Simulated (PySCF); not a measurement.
# C$_{6}$H$_{10}$BN (SMILES NBC1(C2=CC2)CC1): what the fields show

```yaml
atoms:
  - { symbol: N, position_ang: [-0.9676, 1.1646, 1.8180] }
  - { symbol: B, position_ang: [-1.4436, 0.3531, 0.8107] }
  - { symbol: C, position_ang: [-0.4553, -0.2558, -0.2529] }
  - { symbol: C, position_ang: [0.9611, 0.0459, -0.1620] }
  - { symbol: C, position_ang: [2.1843, -0.0596, -0.5988] }
  - { symbol: C, position_ang: [2.0082, 0.7787, 0.6331] }
  - { symbol: C, position_ang: [-0.9597, -0.4552, -1.6806] }
  - { symbol: C, position_ang: [-0.7638, -1.6415, -0.8172] }
  - { symbol: H, position_ang: [0.0089, 1.3942, 1.9106] }
  - { symbol: H, position_ang: [-1.5412, 1.5859, 2.5282] }
  - { symbol: H, position_ang: [-2.5927, 0.1206, 0.7548] }
  - { symbol: H, position_ang: [2.9069, -0.4231, -1.2859] }
  - { symbol: H, position_ang: [2.0899, 1.8613, 0.5603] }
  - { symbol: H, position_ang: [2.3306, 0.3896, 1.5967] }
  - { symbol: H, position_ang: [-1.9656, -0.1314, -1.8989] }
  - { symbol: H, position_ang: [-0.2547, -0.2814, -2.4798] }
  - { symbol: H, position_ang: [0.0777, -2.2873, -1.0186] }
  - { symbol: H, position_ang: [-1.6319, -2.1521, -0.4292] }
```

Geometry: GFN2-xTB.

All numbers below come from PySCF, PBE0/pcSseg-1, SCF density, gas phase, non-relativistic.

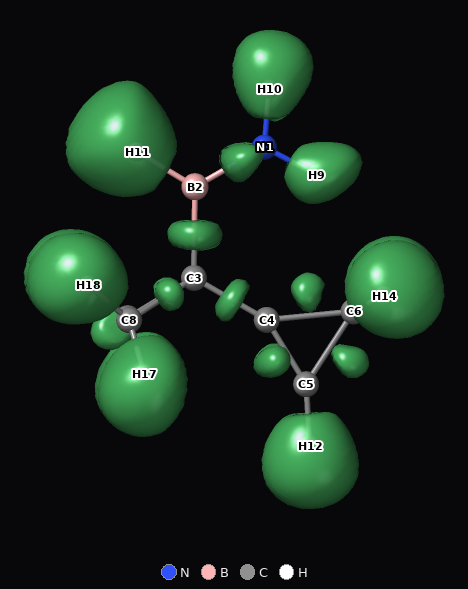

Figure 1. Isosurface of the electron localisation function at 0.85 (green), seen across its widest extent. Core shells and regions of very low density are left out.

### Where are the electrons localised?

The surface consists of one region between bonded B–C atoms (shared pairs), one region between bonded B–N atoms (shared pairs), seven regions between bonded C–C atoms (shared pairs) and ten regions around hydrogen nuclei.


C–C (1.30 Å): the ELF peaks at about 0.85 between the atoms; a short, multiple covalent bond. B–N (1.38 Å): the ELF peaks at about 0.90 between the atoms; a polar covalent bond.

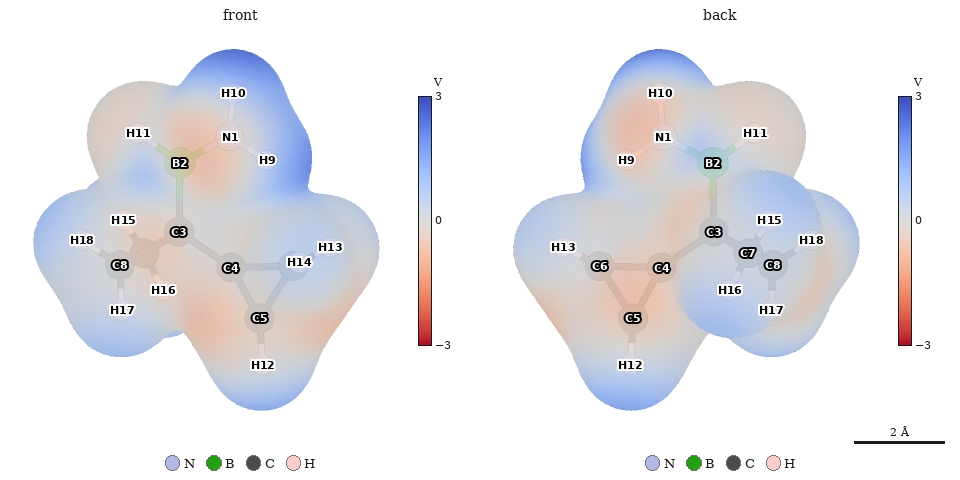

Figure 2. The molecular electrostatic potential painted on the density surface at 0.004 e/bohr³, seen from the front and from behind; red is negative and blue positive.

### Describe the electrostatic potential map.

The most negative region (about −0.8 V, or −18 kcal/mol for a unit charge) lies over N1, C4 and C5, the most positive (about +2.2 V, or +51 kcal/mol for a unit charge) over H10.

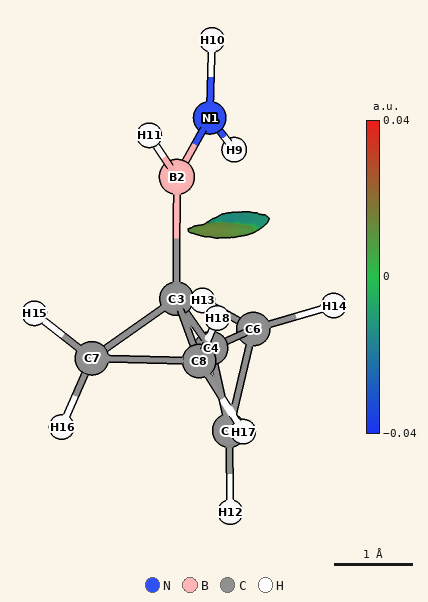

Figure 3. Non-covalent interaction (NCI) plot: the surface where the reduced density gradient is 0.5, for densities under 0.05 a.u., coloured by sign(λ₂)ρ; seen at an oblique angle.

### Which non-covalent interactions does the plot reveal?

Between H9 and N1 on one side and C6 on the other: a weak contact, attractive (blue-green) on one side and crowded (olive to red) on the other.
